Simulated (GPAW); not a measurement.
Consider Li on a B site (antisite) in LiB.

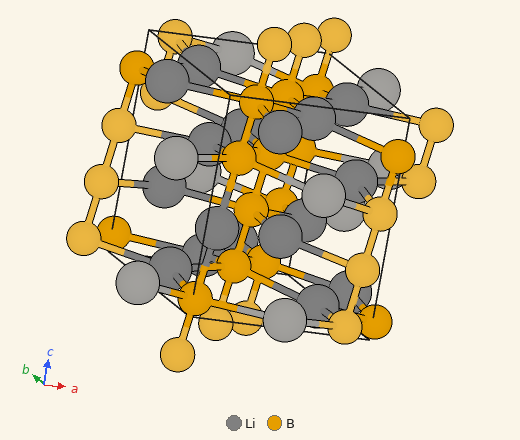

The structure (lithium grey, boron orange). Some periodic images of atoms are drawn too.

```xyz
24
Lattice="0.0000 -6.9450 0.0000 6.0146 -3.4725 0.0000 -2.0049 3.4725 6.1908" Properties=species:S:1:pos:R:3 pbc="T T T"
Li    0.0000    0.0000    2.3215
B     2.0049   -3.4725    2.4427
B     0.0000    0.0000    5.6462
B     4.0097   -6.9450    2.2004
B     2.0049   -3.4725    5.4169
B     4.0097   -6.9450    5.1876
B     0.0000    0.0000    0.4756
B     2.0049   -3.4725    0.9655
B     0.0000    0.0000    4.1675
B     4.0097   -6.9450    0.7080
B     2.0049   -3.4725    3.9351
B     4.0097   -6.9450    3.6776
Li    2.1225   -5.7196    2.3215
Li    3.8921   -2.2471    2.3215
Li    2.0049   -5.8061    5.4169
Li    0.0000   -2.4508    2.3215
Li    4.0258   -2.3057    5.4169
Li   -0.0161   -2.3057    5.4169
Li   -0.0073   -4.6242    0.6828
Li    2.0135   -1.1541    0.6828
Li    0.0073   -4.6242    3.9603
Li    4.0083   -4.6392    0.6828
Li    2.0062   -1.1667    3.9603
Li    4.0010   -4.6266    3.9603
```

Absorber: atom 1, with 2 B at 1.85 Å (linear; the defect atom itself). Method: GPAW, LDA, excited-electron core hole (neutral cell), 24-atom cell with 6.9 Å between holes, 4×4×4 k points, dipole transitions, Gaussian full width 0.9 eV up to 4 eV, rising linearly to 3.5 eV at 25 eV.

Question: Where do the maxima of the Li K edge fall?

Main maxima up to 24 eV above the zero (height): 0.8 eV (0.83), 5.7 eV (0.92), 9.8 eV (1.50), 13.3 eV (1.74) and 22.6 eV (0.93). A K edge sees empty p states on the absorber. The total-energy difference is 54.47 eV. One term is added: -3.34 eV, since the hole is spin-paired here and a spin-polarised one costs that much less in the free atom (computed apart). The photon energy is then 51.13 eV. The tabulated edge of the element is 54.7 eV. The functional leaves an error in such absolute values: in the free atom LDA prices this hole 1.0 eV below PBE (computed apart), and PBE is itself good to a few eV.

The Li K spectrum (energy from the lowest empty level; intensity scaled to a mean of 1 over the first 20 eV):

```
E (eV)  isotropic  ε ∥ x  ε ∥ z
  -2.0       0.00   0.00   0.00
  -0.5       0.09   0.13   0.00
   1.0       0.81   1.20   0.05
   2.5       0.52   0.75   0.05
   4.0       0.53   0.66   0.27
   5.5       0.90   1.04   0.60
   7.0       1.00   1.35   0.29
   8.5       1.20   1.33   0.94
  10.0       1.47   1.59   1.23
  11.5       1.10   1.19   0.93
  13.0       1.71   1.84   1.45
  14.5       1.36   1.39   1.29
  16.0       0.87   0.71   1.21
  17.5       0.79   0.48   1.42
  19.0       0.83   0.66   1.18
  20.5       0.88   0.87   0.92
  22.0       0.93   0.92   0.94
  23.5       0.91   0.84   1.04
  25.0       0.81   0.68   1.07
```

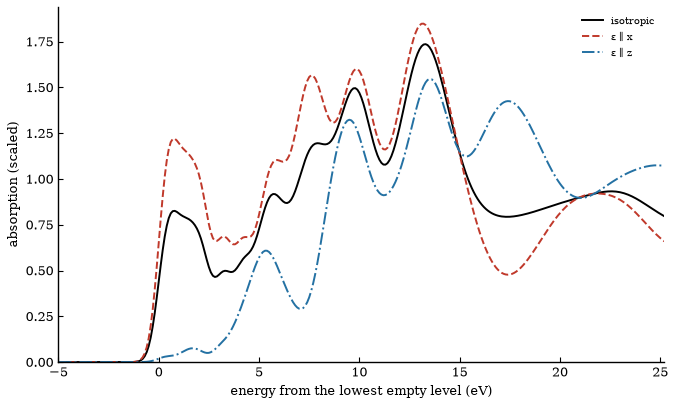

The Li K edge.

In so small a cell the defects form an ordered array, and no site is far from one. The mesh is coarse (0.27 Å⁻¹ between points), so small maxima may be mesh ripples. Lifetime broadening is put in by hand, and intensities beyond about 20 eV depend on it and on the partial waves.

[Banner, clock and machine lines of the logs are left out without a mark of their own.]

[Logs are printed without paths, hosts, clocks, repeated set-up lines and the standing remarks that a program may print on its own settings, such as how far it seeks lower states.]

[Hosts, paths, dates, database ids (printed as entryN), source tags and the programs' standing remarks are cut or masked in the printed files.]

[Lists of maxima count a maximum above −3 eV only where it reaches 4 % of the highest in the window and stands out from its surroundings by 2 % of it (1.5 % where it reaches 55 %); shoulders and weaker maxima are passed over, and of the rest the first, up to two pre-edge ones and the few strongest are named.]
